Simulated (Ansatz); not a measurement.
# SiGeHS (doublet): wave-function methods side by side at a displaced geometry (v1), cc-pVDZ

How much of the correlation energy of SiGeHS (doublet) does each wave-function method recover here?

Method: cc-pVDZ, core rule «outside noble gas», up to 24 orbitals frozen; program: Ansatz 0.2.0, Gaussian basis.

Plan: UHF; CCSD(T) on ROHF; CCSD(T) on UHF; BCCD(T) on ROHF; CISD as a restricted active space (open shells left free, so some higher excitations enter); CCSDT(Q) on ROHF; CCSDT(Q) on UHF; CASSCF and MRCISD+Q, 9 electrons in 9 orbitals; CASSCF and NEVPT2, 9 electrons in 9 orbitals.

16 further runs of the same task are left out: 7 that didn't finish, 9 set aside as unsound or not needed. Runs told in other sessions of the task aren't counted.

## (1) The geometry

The geometry is a PBE0/def2-TZVP stationary point (not a proven minimum) with its atoms shifted at random (size 0.040 Å). No spin-orbit coupling is included. The filled d shell of Ge may be among the frozen orbitals whatever the setting's name suggests.

4 atoms, charge 0, spin multiplicity 2.

Atoms are counted from 1 here; the program's logs count them from 0.

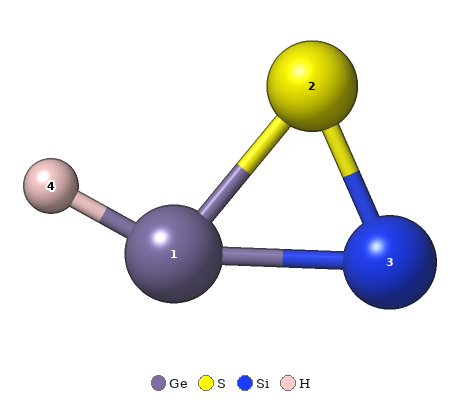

The geometry (germanium purple, sulfur yellow, silicon blue, hydrogen pink); atoms are numbered from 1 in the order of the file.

In the tables R marks a restricted open-shell determinant and U an unrestricted one; 'frontier' is the active space of 9 electrons in 9 orbitals; energies count from the table's Hartree-Fock row.

## (2) UHF

File in.yaml:

```yaml
crystal:
  periodic: [false, false, false]
  atoms:
    - {symbol: Ge, position_ang: [-0.009274, -0.022851, 0.933670]}
    - {symbol: S, position_ang: [-0.010108, 0.974897, -1.187943]}
    - {symbol: Si, position_ang: [0.037856, -1.097145, -1.123676]}
    - {symbol: H, position_ang: [-0.064920, 1.204100, 1.814207]}
basis:
  gaussian: {orbitals: cc-pVDZ}
magnetization: {spin_polarized: true, initial_magnetization: 1}
hamiltonian: {xc: hf}
output: {orbitals: {seedname: orbitals}}
```

The run is started by

```bash
ansatz run in.yaml --threads 1 --pin off --events-out ev --progress --plain --max-ram 2393MiB
```

The program printed:

```text
Functional definition: HF
  name "HF"
  cite "Fock, Z. Phys. 61, 126 (1930) doi:10.1007/BF01340294"
  parent pbe
  exchange = exact_x
  correlation = 0
748 factors; integrals over basis functions are off by at most 1.1e-3 eV
mean field evaluation 1: about -75165.9922 eV, gradient 1.1e1 eV
mean field evaluation 2: about -75165.9994 eV, gradient 1.1e1 eV
mean field evaluation 4: about -75167.1102 eV, gradient 1.6e0 eV
mean field evaluation 8: about -75167.2505 eV, gradient 3.1e-1 eV
mean field evaluation 16: about -75166.2882 eV, gradient 4.3e0 eV
mean field evaluation 32: about -75163.2855 eV, gradient 7.7e0 eV
mean field evaluation 64: about -75161.8159 eV, gradient 9.5e0 eV
mean field evaluation 96: about -75167.2658 eV, gradient 6.8e-2 eV
mean field -75167.26654966 eV, -2762.3460954968 hartree, gradient 2.7e-5 eV, S^2 0.832739; 1 other end points of the search recorded, 0 dependent functions left out
reference -75167.26654966 eV, -2762.3460954968 hartree; 32, 31 occupied and 36, 37 virtual orbitals, 748 factors
Total energy: -75167.26654966 eV, -2762.3460954968 hartree
```

Wall time 2 s (1 thread of AMD EPYC 9B45, shared host).

From the report: ⟨S²⟩ of the determinant 0.833 (pure doublet: 0.75).

## (3) CCSD(T) on ROHF

Edit in.yaml of step 2 so:

```diff
@@ -9,4 +9,4 @@
   gaussian: {orbitals: cc-pVDZ}
-magnetization: {spin_polarized: true, initial_magnetization: 1}
-hamiltonian: {xc: hf}
-output: {orbitals: {seedname: orbitals}}
+magnetization: {spin_polarized: false, initial_magnetization: 1}
+correlation: {method: ccsd_t, electrons: outside_noble_gas}
+output: {forces: true}
```

Same command.

The program printed (excerpt; [...] marks lines left out):

```text
Functional definition: HF
  name "HF"
  cite "Fock, Z. Phys. 61, 126 (1930) doi:10.1007/BF01340294"
  parent pbe
[...]
748 factors; integrals over basis functions are off by at most 1.1e-3 eV
[...]
mean field -75167.11675778 eV, -2762.3405907469 hartree, gradient 2.0e-6 eV, S^2 0.750000; 7 other end points of the search recorded, 0 dependent functions left out
[...]
determinant -75167.11675778 eV, -2762.3405907469 hartree, with singles and doubles -75176.00788895 eV, -2762.6673337907 hartree
determinant -75165.46941108 eV, -2762.2800518723 hartree, with singles and doubles -75174.40888823 eV, -2762.6085715981 hartree
determinant -75164.20353856 eV, -2762.2335319149 hartree, with singles and doubles -75173.48085973 eV, -2762.5744671795 hartree
24 core orbitals not correlated: weight in the atoms' cores, before any rotation towards them, 0.999 or more for the frozen orbitals, at most 0.000 for the correlated occupied ones
reference -75167.11675778 eV, -2762.3405907469 hartree; 8, 7 occupied and 36, 37 virtual orbitals, 748 factors
second order -7.89575516 eV of doubles, -0.05788336 eV of singles
cycle   1  -8.89119642 eV  change   -6.5e-5 eV  update   4.5e-3
[...]
cycle  14  -8.89432466 eV  change   -2.5e-7 eV  update   3.8e-7
perturbative correction -0.43643826 eV, -0.0160388103 hartree
[...]
Total energy: -75176.44752071 eV, -2762.6834899597 hartree
Atom 0 at    -0.009274    -0.022851     0.933670 Å, force     0.033471    -0.793603     0.703148 eV/Å
Atom 1 at    -0.010108     0.974897    -1.187943 Å, force    -0.032142     1.855786    -0.778059 eV/Å
Atom 2 at     0.037856    -1.097145    -1.123676 Å, force     0.034039    -1.650110    -0.286660 eV/Å
Atom 3 at    -0.064920     1.204100     1.814207 Å, force    -0.035368     0.587927     0.361572 eV/Å
Dipole moment:    -0.001145    -0.110901     0.101360 e Å
```

Wall time 9.5 s (1 thread of AMD EPYC 9B45, shared host); peak memory 0.25 GiB.

From the report: correlation -9.3308 eV; T1 0.034; largest double amplitude 0.08.

## (4) CCSD(T) on UHF

Edit in.yaml of step 3 so:

```diff
@@ -9,3 +9,3 @@
   gaussian: {orbitals: cc-pVDZ}
-magnetization: {spin_polarized: false, initial_magnetization: 1}
+magnetization: {spin_polarized: true, initial_magnetization: 1}
 correlation: {method: ccsd_t, electrons: outside_noble_gas}
```

Same command.

The program printed (excerpt; [...] marks lines left out):

```text
Functional definition: HF
  name "HF"
  cite "Fock, Z. Phys. 61, 126 (1930) doi:10.1007/BF01340294"
  parent pbe
[...]
748 factors; integrals over basis functions are off by at most 1.1e-3 eV
[...]
mean field -75167.26654966 eV, -2762.3460954968 hartree, gradient 3.0e-6 eV, S^2 0.832740; 8 other end points of the search recorded, 0 dependent functions left out
determinant -75167.26654966 eV, -2762.3460954968 hartree, with singles and doubles -75176.01061969 eV, -2762.6674341436 hartree
determinant -75165.66211123 eV, -2762.2871334721 hartree, with singles and doubles -75174.41428175 eV, -2762.6087698063 hartree
determinant -75165.19380477 eV, -2762.2699235271 hartree, with singles and doubles -75173.51184610 eV, -2762.5756059077 hartree
determinant -75164.11620773 eV, -2762.2303225664 hartree, with singles and doubles -75172.64902225 eV, -2762.5438977160 hartree
24 core orbitals not correlated: weight in the atoms' cores, before any rotation towards them, 0.999 or more for the frozen orbitals, at most 0.000 for the correlated occupied ones
reference -75167.26654966 eV, -2762.3460954968 hartree; 8, 7 occupied and 36, 37 virtual orbitals, 748 factors
second order -7.75057287 eV of doubles, -0.00000000 eV of singles
cycle   1  -8.74467536 eV  change   -6.1e-4 eV  update   4.8e-3
[...]
cycle  15  -8.74898637 eV  change   -3.3e-7 eV  update   3.6e-7
perturbative correction -0.42802149 eV, -0.0157294995 hartree
[...]
Total energy: -75176.44355752 eV, -2762.6833443151 hartree
Atom 0 at    -0.009274    -0.022851     0.933670 Å, force     0.035042    -0.793025     0.704437 eV/Å
Atom 1 at    -0.010108     0.974897    -1.187943 Å, force    -0.031094     1.832672    -0.783971 eV/Å
Atom 2 at     0.037856    -1.097145    -1.123676 Å, force     0.032410    -1.622693    -0.281689 eV/Å
Atom 3 at    -0.064920     1.204100     1.814207 Å, force    -0.036357     0.583046     0.361223 eV/Å
Dipole moment:    -0.001184    -0.113776     0.098186 e Å
```

Wall time 11 s (1 thread of AMD EPYC 9B45, shared host); peak memory 0.25 GiB.

From the report: ⟨S²⟩ of the determinant 0.833 (pure doublet: 0.75); correlation -9.1770 eV; T1 0.034; largest double amplitude 0.08.

## (5) BCCD(T) on ROHF

Edit in.yaml of step 4 so:

```diff
@@ -9,4 +9,3 @@
   gaussian: {orbitals: cc-pVDZ}
-magnetization: {spin_polarized: true, initial_magnetization: 1}
-correlation: {method: ccsd_t, electrons: outside_noble_gas}
-output: {forces: true}
+magnetization: {spin_polarized: false, initial_magnetization: 1}
+correlation: {method: bccd_t, electrons: outside_noble_gas}
```

Same command.

The program printed (excerpt; [...] marks lines left out):

```text
Functional definition: HF
  name "HF"
  cite "Fock, Z. Phys. 61, 126 (1930) doi:10.1007/BF01340294"
  parent pbe
[...]
748 factors; integrals over basis functions are off by at most 1.1e-3 eV
[...]
mean field -75167.11675778 eV, -2762.3405907469 hartree, gradient 2.0e-6 eV, S^2 0.750000; 7 other end points of the search recorded, 0 dependent functions left out
[...]
determinant -75167.11675778 eV, -2762.3405907469 hartree, with singles and doubles -75176.00788895 eV, -2762.6673337907 hartree
determinant -75165.46941108 eV, -2762.2800518723 hartree, with singles and doubles -75174.40888823 eV, -2762.6085715981 hartree
determinant -75164.20353856 eV, -2762.2335319149 hartree, with singles and doubles -75173.48085973 eV, -2762.5744671795 hartree
24 core orbitals not correlated: weight in the atoms' cores, before any rotation towards them, 0.999 or more for the frozen orbitals, at most 0.000 for the correlated occupied ones
reference -75167.11675778 eV, -2762.3405907469 hartree; 8, 7 occupied and 36, 37 virtual orbitals, 748 factors
second order -7.89575516 eV of doubles, -0.05788336 eV of singles
cycle   1  -8.86852997 eV  change    2.3e-2 eV  update   1.9e-2
[...]
cycle  13  -8.87179945 eV  change    2.7e-6 eV  update   9.7e-6
perturbative correction -0.46173776 eV, -0.0169685498 hartree
Total energy: -75176.45029500 eV, -2762.6835919130 hartree
```

Wall time 7 s (1 thread of AMD EPYC 9B45, shared host).

From the report: correlation -9.3335 eV; largest double amplitude 0.08.

## (6) CISD as a restricted active space (open shells left free, so some higher excitations enter)

Edit in.yaml of step 5 so:

```diff
@@ -10,2 +10,2 @@
 magnetization: {spin_polarized: false, initial_magnetization: 1}
-correlation: {method: bccd_t, electrons: outside_noble_gas}
+correlation: {active_space: {ras: {orbitals: [7, 1, 36], electrons: 15, max_holes: 2, max_particles: 2}, fixed_orbitals: true}}
```

Same command.

The program printed:

```text
Functional definition: HF
  name "HF"
  cite "Fock, Z. Phys. 61, 126 (1930) doi:10.1007/BF01340294"
  parent pbe
  exchange = exact_x
  correlation = 0
748 factors; integrals over basis functions are off by at most 1.1e-3 eV
mean field evaluation 1: about -75165.9677 eV, gradient 1.5e1 eV
mean field evaluation 2: about -75165.9747 eV, gradient 1.5e1 eV
mean field evaluation 4: about -75167.0276 eV, gradient 2.2e0 eV
mean field evaluation 8: about -75167.1154 eV, gradient 1.6e-1 eV
mean field evaluation 16: about -75166.1449 eV, gradient 4.9e0 eV
mean field evaluation 32: about -75166.6913 eV, gradient 3.2e0 eV
mean field -75167.11675778 eV, -2762.3405907469 hartree, gradient 2.0e-6 eV, S^2 0.750000; 5 other end points of the search recorded, 0 dependent functions left out
reference -75167.11675778 eV, -2762.3405907469 hartree; 32, 31 occupied and 36, 37 virtual orbitals, 748 factors
state -75174.86780866 eV, -2762.6254366126 hartree
Total energy: -75174.86780866 eV, -2762.6254366126 hartree
```

Wall time 6 s (1 thread of AMD EPYC 9B45, shared host).

From the report: 164,852 determinants.

## (7) CCSDT(Q) on ROHF

Edit in.yaml of step 6 so:

```diff
@@ -10,2 +10,2 @@
 magnetization: {spin_polarized: false, initial_magnetization: 1}
-correlation: {active_space: {ras: {orbitals: [7, 1, 36], electrons: 15, max_holes: 2, max_particles: 2}, fixed_orbitals: true}}
+correlation: {method: ccsdt_q, electrons: outside_noble_gas}
```

Launched as before.

The program printed (excerpt; [...] marks lines left out):

```text
Functional definition: HF
  name "HF"
  cite "Fock, Z. Phys. 61, 126 (1930) doi:10.1007/BF01340294"
  parent pbe
[...]
1375 factors; integrals over basis functions are off by at most 1.8e-7 eV
[...]
mean field -75167.11695864 eV, -2762.3405981282 hartree, gradient 2.1e-6 eV, S^2 0.750000; 7 other end points of the search recorded, 0 dependent functions left out
[...]
determinant -75167.11695864 eV, -2762.3405981282 hartree, with singles and doubles -75176.00810702 eV, -2762.6673418046 hartree
determinant -75165.46960635 eV, -2762.2800590481 hartree, with singles and doubles -75174.40911317 eV, -2762.6085798642 hartree
determinant -75164.20374083 eV, -2762.2335393484 hartree, with singles and doubles -75173.48108333 eV, -2762.5744753966 hartree
24 core orbitals not correlated: weight in the atoms' cores, before any rotation towards them, 0.999 or more for the frozen orbitals, at most 0.000 for the correlated occupied ones
reference -75167.11695864 eV, -2762.3405981282 hartree; 8, 7 occupied and 36, 37 virtual orbitals, 1375 factors
second order -7.89579332 eV of doubles, -0.05788329 eV of singles
cycle   1  -8.46214756 eV  change   -5.1e-1 eV  update   1.3e-1
[...]
cycle  21  -9.37344647 eV  change   -6.9e-7 eV  update   1.4e-6
perturbative correction -0.03769804 eV, -0.0013853775 hartree
Total energy: -75176.52810315 eV, -2762.6864513100 hartree
```

Run time: 82 s. Hardware: 1 thread of AMD EPYC 9B45, shared host; peak memory 1.2 GiB.

From the report: correlation -9.4111 eV; T1 0.037; largest double amplitude 0.09.

## (8) CCSDT(Q) on UHF

Edit in.yaml of step 7 so:

```diff
@@ -9,3 +9,3 @@
   gaussian: {orbitals: cc-pVDZ}
-magnetization: {spin_polarized: false, initial_magnetization: 1}
+magnetization: {spin_polarized: true, initial_magnetization: 1}
 correlation: {method: ccsdt_q, electrons: outside_noble_gas}
```

Launched as before.

The program printed (excerpt; [...] marks lines left out):

```text
Functional definition: HF
  name "HF"
  cite "Fock, Z. Phys. 61, 126 (1930) doi:10.1007/BF01340294"
  parent pbe
[...]
1375 factors; integrals over basis functions are off by at most 1.8e-7 eV
[...]
mean field -75167.26675095 eV, -2762.3461028942 hartree, gradient 2.6e-6 eV, S^2 0.832741; 8 other end points of the search recorded, 0 dependent functions left out
determinant -75167.26675095 eV, -2762.3461028942 hartree, with singles and doubles -75176.01083787 eV, -2762.6674421613 hartree
determinant -75165.66230751 eV, -2762.2871406853 hartree, with singles and doubles -75174.41450631 eV, -2762.6087780588 hartree
determinant -75165.19401673 eV, -2762.2699313165 hartree, with singles and doubles -75173.51207118 eV, -2762.5756141792 hartree
determinant -75164.11642833 eV, -2762.2303306730 hartree, with singles and doubles -75172.64925744 eV, -2762.5439063591 hartree
24 core orbitals not correlated: weight in the atoms' cores, before any rotation towards them, 0.999 or more for the frozen orbitals, at most 0.000 for the correlated occupied ones
reference -75167.26675095 eV, -2762.3461028942 hartree; 8, 7 occupied and 36, 37 virtual orbitals, 1375 factors
second order -7.75060870 eV of doubles, -0.00000000 eV of singles
cycle   1  -8.29503939 eV  change   -5.4e-1 eV  update   1.3e-1
[...]
cycle  22  -9.22451355 eV  change   -1.2e-6 eV  update   1.2e-6
perturbative correction -0.04254850 eV, -0.0015636286 hartree
Total energy: -75176.53381301 eV, -2762.6866611433 hartree
```

Run time: 79 s. Hardware: 1 thread of AMD EPYC 9B45, shared host; peak memory 0.97 GiB.

From the report: ⟨S²⟩ of the determinant 0.833 (pure doublet: 0.75); correlation -9.2671 eV; T1 0.040; largest double amplitude 0.10.

## (9) CASSCF and MRCISD+Q, 9 electrons in 9 orbitals

Edit in.yaml of step 8 so:

```diff
@@ -9,3 +9,3 @@
   gaussian: {orbitals: cc-pVDZ}
-magnetization: {spin_polarized: true, initial_magnetization: 1}
-correlation: {method: ccsdt_q, electrons: outside_noble_gas}
+magnetization: {spin_polarized: false, initial_magnetization: 1}
+correlation: {method: fic_mrcisd_q, electrons: outside_noble_gas, active_space: {window: {electrons: 9, orbitals: 9}}}
```

Launched as before.

The program printed (excerpt; [...] marks lines left out):

```text
Functional definition: HF
  name "HF"
  cite "Fock, Z. Phys. 61, 126 (1930) doi:10.1007/BF01340294"
  parent pbe
[...]
748 factors; integrals over basis functions are off by at most 1.1e-3 eV
[...]
mean field -75167.11675778 eV, -2762.3405907469 hartree, gradient 2.0e-6 eV, S^2 0.750000; 5 other end points of the search recorded, 0 dependent functions left out
reference -75167.11675778 eV, -2762.3405907469 hartree; 32, 31 occupied and 36, 37 virtual orbitals, 748 factors
state -75169.12026291 eV, -2762.4142182022 hartree
contracted CI cycle   1: correlation 0.00000000 eV, 0.0000000000 hartree, residual 1.87e1 eV
contracted CI cycle   2: correlation -6.04105566 eV, -0.2220047006 hartree, residual 3.82e0 eV
contracted CI cycle   3: correlation -6.33346909 eV, -0.2327506962 hartree, residual 1.11e0 eV
contracted CI cycle   4: correlation -6.35956697 eV, -0.2337097755 hartree, residual 4.01e-1 eV
contracted CI cycle   5: correlation -6.36291345 eV, -0.2338327564 hartree, residual 1.52e-1 eV
contracted CI cycle   6: correlation -6.36338375 eV, -0.2338500394 hartree, residual 5.67e-2 eV
contracted CI cycle   7: correlation -6.36344827 eV, -0.2338524107 hartree, residual 2.11e-2 eV
contracted CI cycle   8: correlation -6.36345697 eV, -0.2338527304 hartree, residual 7.64e-3 eV
contracted CI cycle   9: correlation -6.36345809 eV, -0.2338527716 hartree, residual 2.69e-3 eV
contracted CI cycle  10: correlation -6.36345823 eV, -0.2338527768 hartree, residual 9.22e-4 eV
state -75169.12026291 eV, -2762.4142182022 hartree; corrected -75176.33793656 eV, -2762.6794628167 hartree
Total energy: -75176.33793656 eV, -2762.6794628167 hartree
```

It took 13 s on 1 thread of AMD EPYC 9B45, shared host; peak memory 0.52 GiB.

From the report: 15,876 determinants; active occupations 1.98, 1.97, 1.97, 1.93, 1.00, 0.07, 0.04, 0.03, 0.02.

## (10) CASSCF and NEVPT2, 9 electrons in 9 orbitals

Edit in.yaml of step 9 so:

```diff
@@ -10,2 +10,2 @@
 magnetization: {spin_polarized: false, initial_magnetization: 1}
-correlation: {method: fic_mrcisd_q, electrons: outside_noble_gas, active_space: {window: {electrons: 9, orbitals: 9}}}
+correlation: {method: sc_nevpt2, electrons: outside_noble_gas, active_space: {window: {electrons: 9, orbitals: 9}}}
```

The command is unchanged.

The program printed:

```text
Functional definition: HF
  name "HF"
  cite "Fock, Z. Phys. 61, 126 (1930) doi:10.1007/BF01340294"
  parent pbe
  exchange = exact_x
  correlation = 0
748 factors; integrals over basis functions are off by at most 1.1e-3 eV
mean field evaluation 1: about -75165.9677 eV, gradient 1.5e1 eV
mean field evaluation 2: about -75165.9747 eV, gradient 1.5e1 eV
mean field evaluation 4: about -75167.0276 eV, gradient 2.2e0 eV
mean field evaluation 8: about -75167.1154 eV, gradient 1.6e-1 eV
mean field evaluation 16: about -75166.1449 eV, gradient 4.9e0 eV
mean field evaluation 32: about -75166.6913 eV, gradient 3.2e0 eV
mean field -75167.11675778 eV, -2762.3405907469 hartree, gradient 2.0e-6 eV, S^2 0.750000; 5 other end points of the search recorded, 0 dependent functions left out
reference -75167.11675778 eV, -2762.3405907469 hartree; 32, 31 occupied and 36, 37 virtual orbitals, 748 factors
state -75169.12026291 eV, -2762.4142182022 hartree
state -75169.12026291 eV, -2762.4142182022 hartree; corrected -75174.95322675 eV, -2762.6285756698 hartree
Total energy: -75174.95322675 eV, -2762.6285756698 hartree
```

Run time: 8.5 s. Hardware: 1 thread of AMD EPYC 9B45, shared host.

From the report: 15,876 determinants; active occupations 1.98, 1.97, 1.97, 1.93, 1.00, 0.07, 0.04, 0.03, 0.02.

## (11) Misses and costs

The yardstick is UCCSDT(Q), where the cluster series has nearly closed. Rows without a time are mean-field rows or come out of runs for another level: lower rungs of the coupled-cluster runs, CASSCF and MRCISD of the multireference runs, or the Hartree-Fock search. The times of RCCSD(T), UCCSD(T) include forces.

Differences are taken before rounding.

| method | energy from the lowest ROHF (meV) | from UCCSDT(Q) (meV) | time |
| --- | --- | --- | --- |
| ROHF | 0.0 | +9417.1 |  |
| UHF | -149.8 | +9267.3 |  |
| RMP2 | -7953.6 | +1463.4 |  |
| UMP2 | -7900.4 | +1516.7 |  |
| CISD | -7751.1 | +1666.0 | 6 s |
| RCCSD | -8894.3 | +522.7 |  |
| UCCSD | -8898.8 | +518.3 |  |
| RCCSD(T) | -9330.8 | +86.3 | 9.5 s |
| UCCSD(T) | -9326.8 | +90.3 | 11 s |
| BCCD(T) | -9333.5 | +83.5 | 7 s |
| RCCSDT | -9373.6 | +43.4 |  |
| UCCSDT | -9374.5 | +42.5 |  |
| RCCSDT(Q) | -9411.3 | +5.7 | 82 s |
| UCCSDT(Q) | -9417.1 | 0 | 79 s |
| CASSCF frontier | -2003.5 | +7413.6 |  |
| NEVPT2 frontier | -7836.5 | +1580.6 | 8.5 s |
| MRCISD frontier | -8367.0 | +1050.1 |  |
| MRCISD+Q frontier | -9221.2 | +195.9 | 13 s |

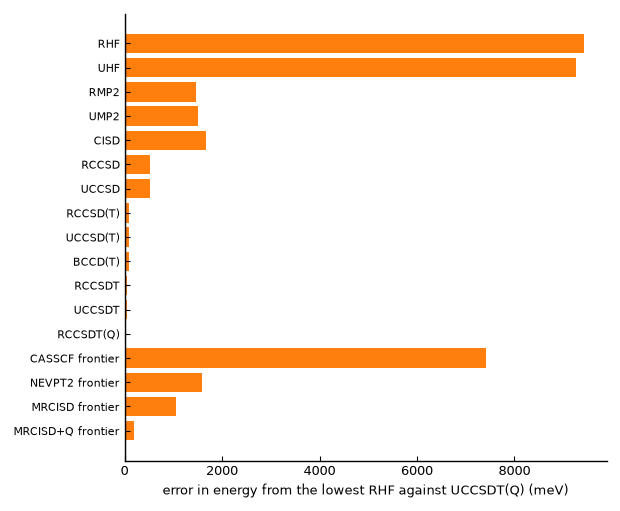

Error of each method against UCCSDT(Q).

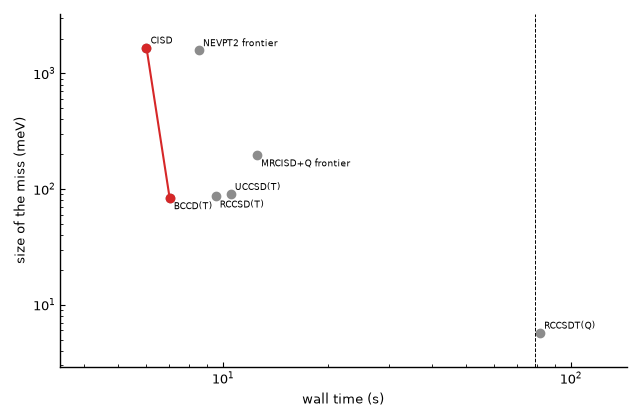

Accuracy for the time spent; red marks the levels that beat every quicker one drawn (of those quicker than the yardstick), and the dashed line is the time of UCCSDT(Q). Times are from a shared host.

## (12) Outcome

| quantity | value |
| --- | --- |
| UCCSDT(Q) from the ROHF energy | -9.4171 eV |
| RMP2 from UCCSDT(Q) | +1463.4 meV |
| UMP2 from UCCSDT(Q) | +1516.7 meV |
| RCCSD from UCCSDT(Q) | +522.7 meV |
| RCCSD(T) from UCCSDT(Q) | +86.3 meV |
| UCCSD(T) from UCCSDT(Q) | +90.3 meV |
| RCCSDT(Q) from UCCSDT(Q) | +5.7 meV |
| NEVPT2 frontier from UCCSDT(Q) | +1580.6 meV |
| MRCISD+Q frontier from UCCSDT(Q) | +195.9 meV |
| levels within 1 kcal/mol (43 meV) | UCCSDT, RCCSDT(Q) |
| T1 diagnostic | 0.034 |

RCCSD(T) lands +86.3 meV from the yardstick (0.9 % of the correlation energy). Of the multireference levels listed MRCISD+Q frontier comes nearest in total energy (+195.9 meV), which doesn't show that its space is the better one. These misses are within one basis, not against nature; the frozen cores of restricted and unrestricted runs differ, which can shift their rows.

With open shells the CI space here admits some higher excitations, so it is larger than plain CISD.

BCCD(T) reaches 83.5 meV from the reference in 7 s, where UCCSDT(Q) took 79 s; the quickest level in the cost chart, CISD, takes 6 s and misses by 1666.0 meV.
